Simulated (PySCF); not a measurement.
## Electronic structure of C$_{8}$H$_{12}$Si$_{2}$ (SMILES [SiH3]/C=C(\[SiH3])c1ccccc1) in real space

Input file:

```
{"job": {"kind": "nmr", "xc": "PBE0", "basis": "pcSseg-1"}, "charge": 0, "multiplicity": 1}
Si     3.424654     0.666082    -0.989154
C      1.553762     0.649727    -0.806634
C      0.820507    -0.107070     0.013172
Si     1.475103    -1.388353     1.239752
C     -0.651700     0.030866     0.023848
C     -1.269279     0.924255     0.891865
C     -2.646605     1.048885     0.906456
C     -3.424308     0.280958     0.056528
C     -2.816900    -0.613245    -0.808765
C     -1.439766    -0.738864    -0.824578
H      3.886220    -0.564145    -1.640147
H      3.775406     1.814223    -1.830686
H      4.077757     0.804739     0.315392
H      1.014016     1.345106    -1.447493
H      2.790928    -1.870048     0.821125
H      0.519949    -2.499731     1.284796
H      1.556377    -0.768557     2.566407
H     -0.659881     1.525922     1.551784
H     -3.114782     1.748796     1.583260
H     -4.499758     0.379586     0.067772
H     -3.418718    -1.215006    -1.474362
H     -0.963393    -1.434740    -1.501187
```

Command:

```sh
OMP_NUM_THREADS=1 python probes_run.py task.json out
```

Geometry: GFN2-xTB.

All numbers below come from PySCF 2.14.0, PBE0/pcSseg-1, SCF density, gas phase, non-relativistic.

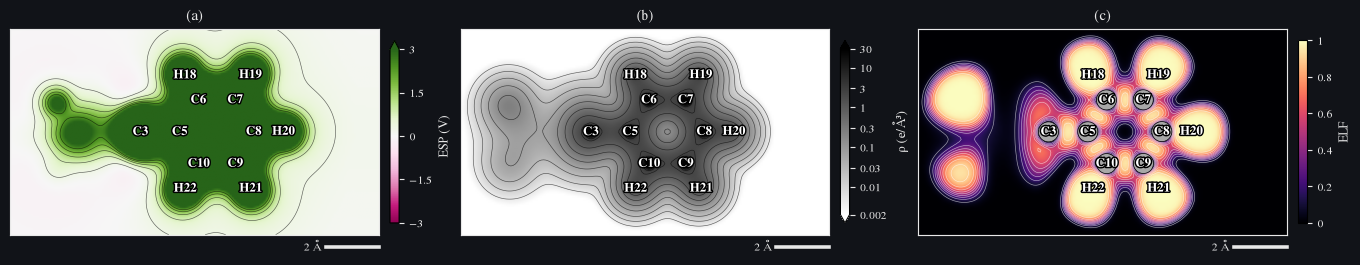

Figure 1. (a) electrostatic potential; (b) total electron density; (c) ELF on the plane of atoms C5, C6 and C7. Grey discs cover the atomic cores in the ELF map.

### Read the bonding off the picture.

- The plane passes through C and H nuclei.
- C–H (1.08 Å): the density is about 2 e/Å³ at the midpoint; the ELF climbs to about 1 towards the hydrogen, as it does in any bond to H (a covalent bond by its length).
- C–C (1.38 Å): ρ at the midpoint is about 2.1 e/Å³; the ELF peaks at about 0.95 between the atoms; a covalent bond.
- C–C (1.48 Å): the density is about 1.8 e/Å³ at the midpoint; the ELF peaks at about 0.95 between the atoms: localised, covalent bonding.
- The potential has no marked negative region in this plane.

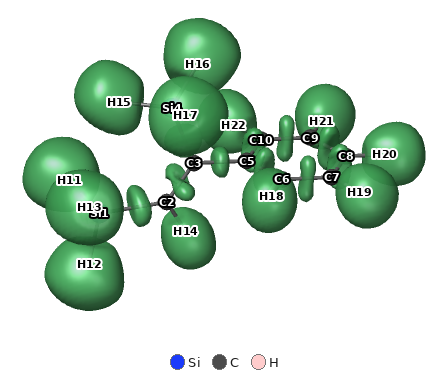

Figure 2. Isosurface of the ELF at 0.85 (green), seen at a tilt. Only the valence region is drawn (cores and ρ < 0.01 e/Å³ removed).

### Identify the bonds, lone pairs and shells in this picture.

At this value the surface marks out eight regions between bonded C–C atoms (shared pairs), two regions between bonded C–Si atoms (shared pairs) and twelve regions around hydrogen nuclei. Profiles from the grid: C–C (1.34 Å): the ELF peaks at about 0.90 between the atoms (a short, multiple covalent bond). C–Si (1.88 Å): the ELF peaks at about 0.95 between the atoms; localised, covalent bonding.

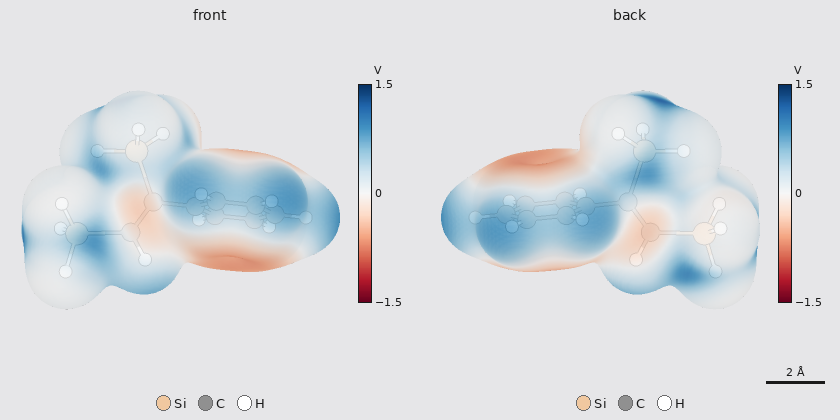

Figure 3. The electrostatic potential painted on the density surface at 0.002 e/bohr³, seen from the front and from behind; the colour scale runs from red (negative) to blue (positive).

### Which sites attract a positive test charge, and which a negative one?

A positive charge is drawn to the negative regions and a negative charge to the positive ones. The most negative region (about −0.7 V) lies over the π face of the C atoms, the most positive (about +1.0 V) over Si1 and Si4.

### What dipole moment does the calculation give?

Its dipole moment is 0.68 D.
